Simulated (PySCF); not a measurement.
## A study: C₃H₄N, doublet, SMILES `C=CC=[N]`

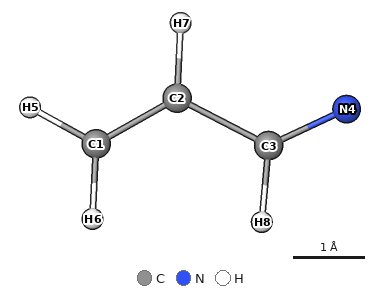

The molecule, with its atoms numbered as below. No frequency check shows the geometry to be a minimum.

Geometry (Å), atoms numbered from 1:

```
C1       1.7074    0.1442    0.0000
C2       0.5170   -0.4359    0.0000
C3      -0.7412    0.3248    0.0000
N4      -1.8806   -0.1260    0.0000
H5       2.6143   -0.4369    0.0000
H6       1.8261    1.2159    0.0000
H7       0.4004   -1.5097    0.0000
H8      -0.5756    1.4140    0.0000
```

Part 1: Bonding charge

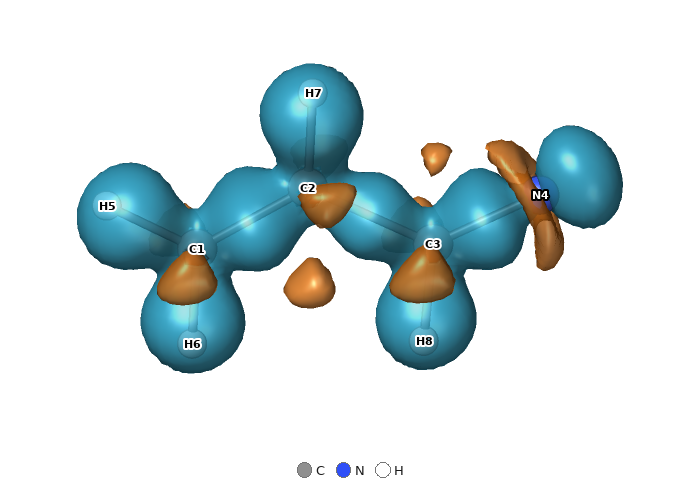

Deformation density (molecule less spherical, spin-averaged free atoms at the same positions), surfaces at ±0.1 e/Å³; light blue: gain, orange: loss.

PySCF calculation, PBE0/def2-SVP, gas phase; geometry: GFN2-xTB. The stability of the open-shell solution wasn't checked. GFN2-xTB doesn't know the spin state, so this open-shell geometry is rough.

**How much density has each bond gained at its critical point, relative to the free atoms?**

C3–N4: +0.79 e/Å³ at the bond critical point (bond length 1.23 Å, Mayer order 2.0). C2–H7: +0.73 e/Å³ at the bond critical point (bond length 1.08 Å, Mayer order 1.0). C1–H5: +0.73 e/Å³ at the bond critical point (bond length 1.08 Å, Mayer order 1.0). C1–H6: +0.72 e/Å³ at the bond critical point (bond length 1.08 Å, Mayer order 1.0). C1–C2: +0.71 e/Å³ at the bond critical point (bond length 1.32 Å, Mayer order 1.9). C3–H8: +0.66 e/Å³ at the bond critical point (bond length 1.10 Å, Mayer order 0.9). C2–C3: +0.49 e/Å³ at the bond critical point (bond length 1.47 Å, Mayer order 1.0). In all, 1.8 electrons gather in the regions of gain relative to the promolecule.

**Where do the Hirshfeld charges lie?**

The highest Hirshfeld charge is on H8 (+0.06 e), the lowest on N4 (−0.15 e).

| atom | charge (e) |
| --- | --- |
| C1 | −0.07 |
| C2 | −0.03 |
| C3 | +0.02 |
| N4 | −0.15 |
| H5 | +0.06 |
| H6 | +0.05 |
| H7 | +0.06 |
| H8 | +0.06 |

Part 2: Local ionisation energy

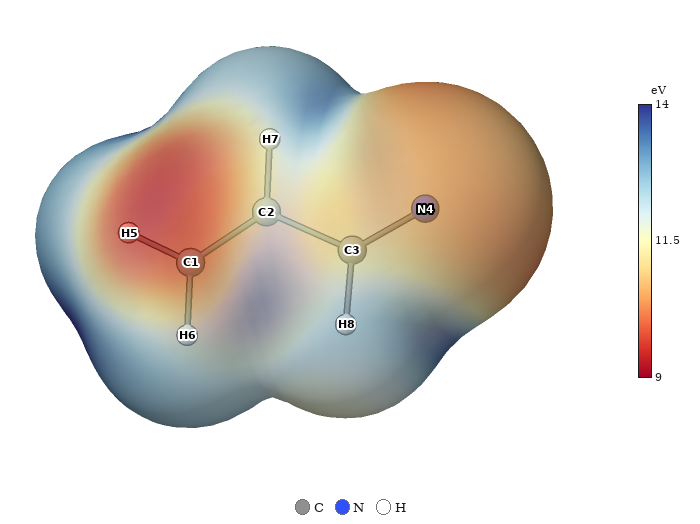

Average local ionisation energy on the surface of electron density 0.001 a.u.

**Where are the most loosely bound electrons on this surface?**

The lowest value is 9.4 eV, off the molecular plane, over C1 (2.1 Å), and at like points elsewhere. Further minima include 10.2 eV, 1.8 Å from N4; 10.3 eV, 1.8 Å from N4; 11.6 eV, 1.3 Å from H8. For comparison, the highest occupied orbital lies at −7.5 eV.

Part 3: Spin density

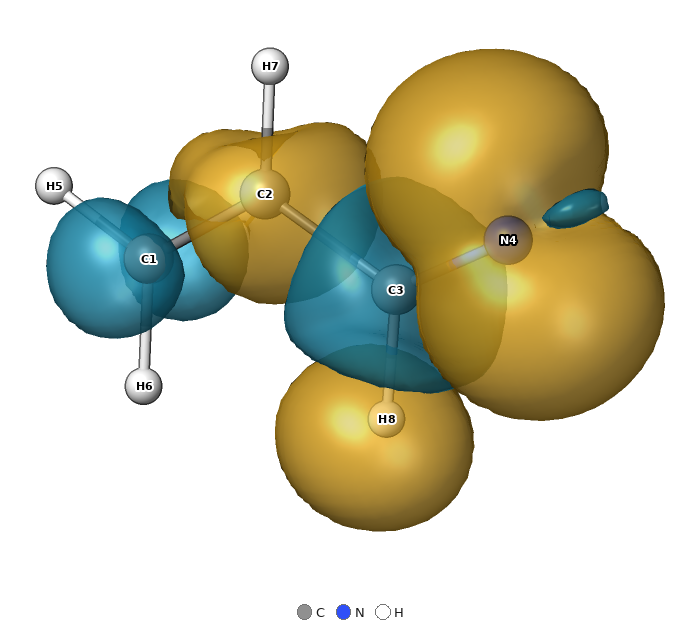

Spin density ρα − ρβ at ±0.01 e/Å³ (yellow: excess α, teal: excess β).

**Give the atomic spin populations that go with this picture.**

Hirshfeld spin populations: N4 +0.84, C2 +0.08 and H8 +0.08. Spin polarisation leaves negative spin on C1 (−0.04). ⟨S²⟩ = 0.77, against 0.75 for a pure state. The picture also shows regions of β spin from spin polarisation; the Hirshfeld sums, whose atoms overlap, net them against the α spin of neighbours.

Part 4: In an electric field

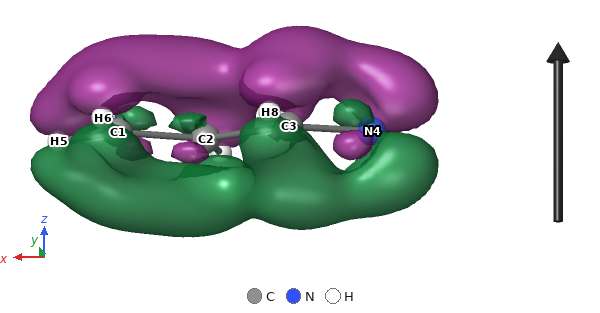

Change of the electron density in a uniform field of 0.10 V/Å along +z (arrow), surfaces at ±0.0005 e/Å³ (green: gain, purple: loss).

Method: TPSS/def2-SVP; geometry: GFN2-xTB; program: PySCF. A basis without diffuse functions makes polarisabilities too small. The stability of the open-shell solution wasn't checked. GFN2-xTB doesn't know the spin state, so this open-shell geometry is rough.

**How large is the response?**

The induced dipole is 0.09 D (along the field); α along this axis, from the fields in both directions, is 19 bohr³ (2.8 Å³).

**Which atoms gain and lose the most charge?**

Hardly any: no atom's Hirshfeld charge changes by as much as 0.002 e. The density shifts from one side of each atom to the other; 0.012 electrons are displaced in all.

Part 5: Removing or adding an electron

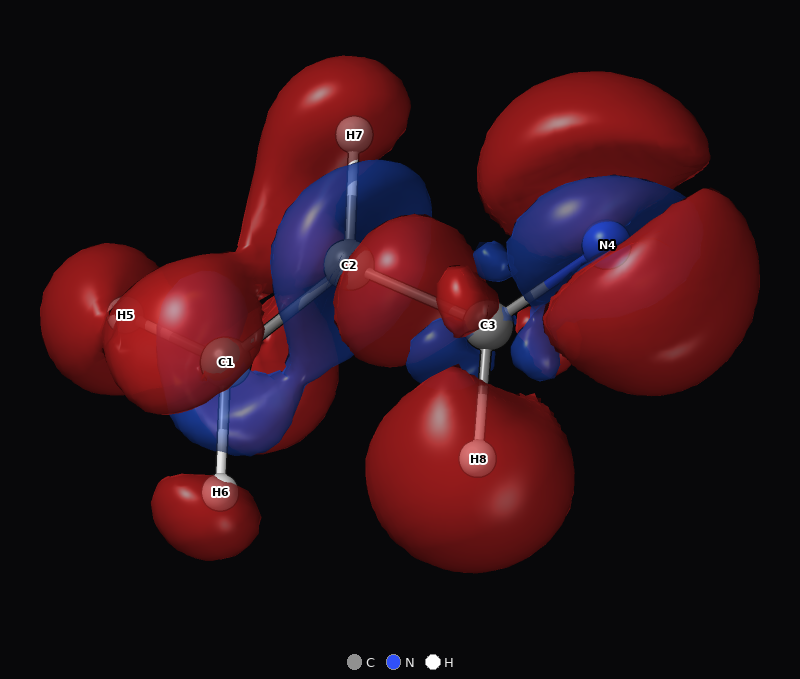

Fukui function f⁻ = ρ(N) − ρ(N−1) at fixed geometry, surfaces at ±0.02 e/Å³ (red positive, blue negative).

Level of theory: PBE/def2-SVPD (PySCF), at a geometry from GFN2-xTB. GFN2-xTB doesn't know the spin state, so this open-shell geometry is rough.

**On which atoms does the density change most on removal of an electron?**

f⁻ (Hirshfeld-condensed) is largest on N4 (0.35); the vertical ionisation energy is 9.76 eV (to the singlet cation, which needn't be its lowest state). Condensed values hint at sites of electrophilic attack but needn't mark the atom that reacts. Orbital relaxation makes it negative in places (0.21 e in all).
